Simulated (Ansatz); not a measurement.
**H$_{5}$OSi$_{3}$ (SMILES O1[SiH][SiH2][SiH2]1) (doublet): density, localisation and related maps**

Input

```
crystal:
  periodic: [false, false, false]
  atoms:
    - {symbol: O, position_ang: [0.354256, 2.141540, -0.146791]}
    - {symbol: Si, position_ang: [1.712201, 1.178963, 0.219135]}
    - {symbol: Si, position_ang: [0.800889, -0.602188, -1.050182]}
    - {symbol: Si, position_ang: [-0.701944, 1.219773, -1.104739]}
    - {symbol: H, position_ang: [2.961264, 1.883639, -0.233456]}
    - {symbol: H, position_ang: [0.403604, -1.814266, -0.273737]}
    - {symbol: H, position_ang: [1.455412, -1.006306, -2.332714]}
    - {symbol: H, position_ang: [-2.031598, 1.059440, -0.446957]}
    - {symbol: H, position_ang: [-0.884542, 1.858810, -2.441062]}
basis:
  gaussian:
    orbitals: def2-TZVPD
hamiltonian:
  xc: pbe0
magnetization:
  spin_polarized: true
  initial_magnetization: 1
output: {forces: true, orbitals: {seedname: orbitals}}
```

Launched as:

```sh
ansatz run input.yaml --threads 2 --pin off --max-ram 4350MiB --events-out events.jsonl --progress --plain --runs-dir runs
```

Geometry: PBE0-D3(BJ)/def2-SVP.

Method: isolated molecule in a Gaussian basis; Kohn-Sham density functional theory, functional PBE0 in Ansatz 0.2.0.

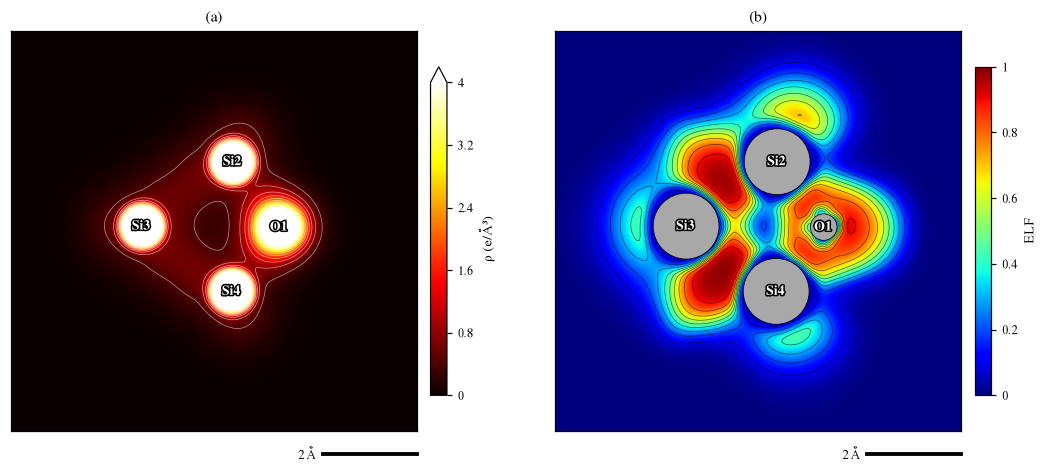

Figure 1. (a) electron density; (b) ELF on the plane of atoms Si2, O1 and Si4. Grey discs cover the atomic cores in the ELF map.

### Read the bonding off the picture.

The plane passes through O and Si nuclei. Si–O (1.70 Å): ρ at the midpoint is about 1.1 e/Å³; the ELF peaks at about 0.85 between the atoms: a polar covalent bond. Si–Si (2.36 Å): ρ at the midpoint is about 0.6 e/Å³; the ELF peaks at about 0.95 between the atoms (localised, covalent bonding). The ELF also peaks beside O1, away from the bonds: non-bonding electrons, paired or unpaired.

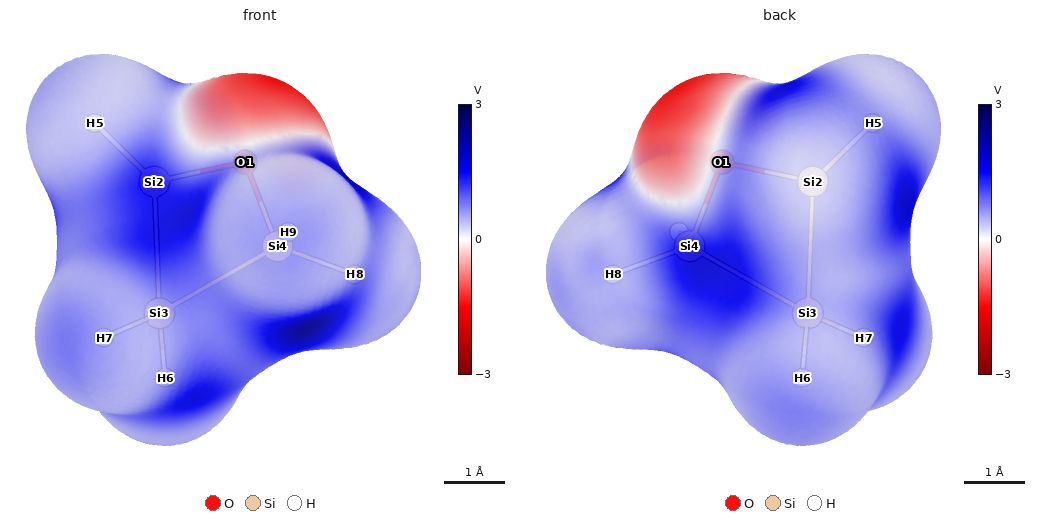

Figure 2. The electrostatic potential painted on the density surface at 0.004 e/bohr³, seen from the front and from behind; the colour scale runs from red (negative) to blue (positive).

### Where is the surface potential most negative and most positive?

The most negative region (about −1.4 V) lies over O1, the most positive (about +2.3 V) over Si4. O1 is the likeliest acceptor of a hydrogen bond.

### How polar is the molecule by this calculation?

Its dipole moment is 1.18 D.

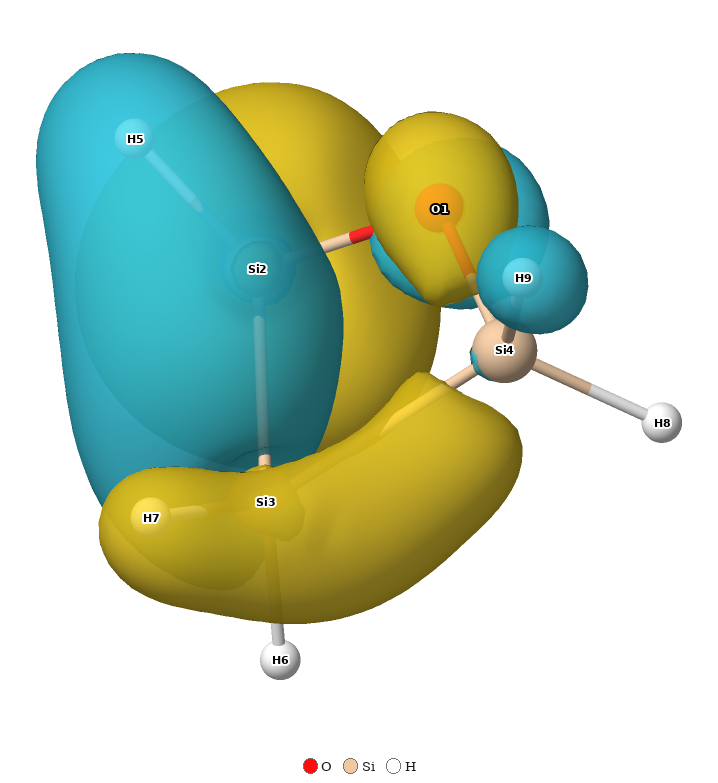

Figure 3. The HOMO (α) at ±0.08 Å⁻³ᐟ² (yellow and cyan are the two phases), seen at a tilt.

### What is the character of this orbital?

Its weight (Hirshfeld) is mainly on Si2 (about 60 %), Si3 (about 15 %) and O1 (about 10 %). Its energy is −5.93 eV.
